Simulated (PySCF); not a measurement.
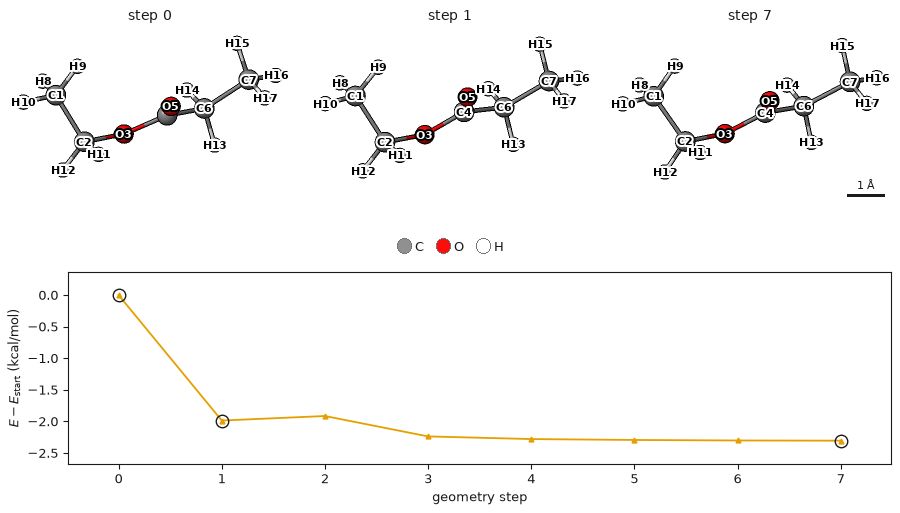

Frames of a relaxation of C5H10O2, marked on the history of the run. A ball-and-stick model, seen at a tilt.

The start comes from GFN2-xTB. Its atoms were then displaced at random by about 0.01 Å.

These are results of PBE0-D3(BJ)/def2-TZVP geometry optimisation, gas phase (PySCF 2.14.0, density-fitted response routines), not measurements. 

What happens along the run?

The atom that moves furthest after the best rigid fit is H15 (0.17 Å). By element the largest moves are H 0.17 Å, O 0.16 Å, C 0.09 Å. Near-neighbour distances that change, for instance: O3–C4 1.377 → 1.341 Å, C1–H8 1.120 → 1.092 Å, C4–C6 1.481 → 1.504 Å, C6–C7 1.534 → 1.514 Å. Bond angles that change, for instance: O3–C4–O5 120.7° → 123.8°, O5–C4–C6 127.9° → 125.3°, C2–C1–H9 113.0° → 110.6°. The energy falls by 2.30 kcal/mol in 7 geometry steps. From step 0 to 1: O5 moves most (0.28 Å), energy −1.99 kcal/mol. From step 1 to 7: O5 moves most (0.13 Å), energy −0.32 kcal/mol.
